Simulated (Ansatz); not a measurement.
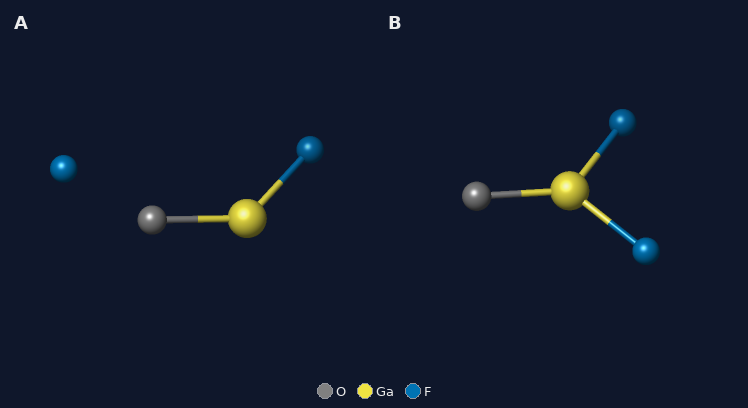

2 stationary structures of one formula. Charge −1, singlet. Geometries: PBE-D4/def2-SVPD. Electronic energies: PBE-D4/def2-SVPD (Ansatz 0.2.0), without zero-point energy. No frequency run is at hand to confirm each as a minimum.

### Rank them by energy, lowest first.

B is lowest (C2v); A lies 3.389 eV above it (Cs).
